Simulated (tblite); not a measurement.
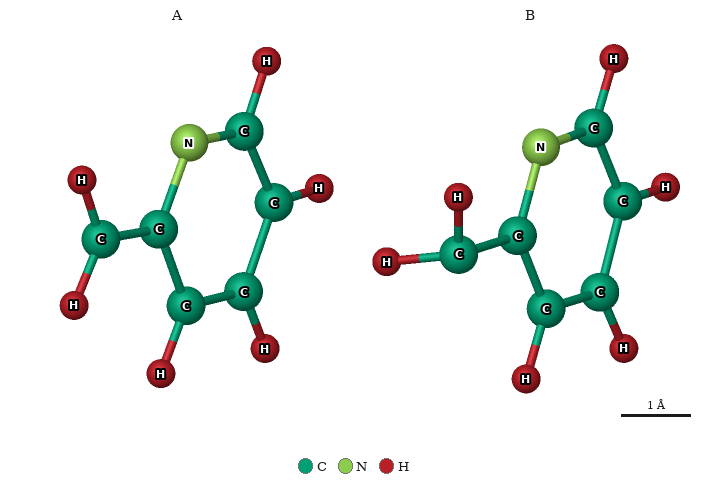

Two geometries of C$_{6}$H$_{6}$N (multiplicity 2), drawn at one scale. One is the start of a relaxation, the other its converged end. A ball-and-stick model, seen from a free direction.

All numbers below come from GFN2-xTB geometry optimisation, gas phase (tblite 0.8.0). 

Q: Which of the two is the end point?

A: Structure A is the relaxed one. The largest move after the best rigid fit is that of an H atom, 1.01 Å. By element the largest moves are H 1.01 Å, C 0.28 Å, N 0.07 Å. Some distances before and after: C–C 1.520 → 1.380 Å, C–C 1.364 → 1.427 Å, C–H 1.127 → 1.075 Å, C–N 1.351 → 1.305 Å. Bond angles that change, for instance: C–C–H 104.1° → 121.4°, H–C–H 107.8° → 118.8°, C–C–N 117.4° → 124.4°. After 49 geometry steps the energy has fallen by 121.0 kJ/mol.
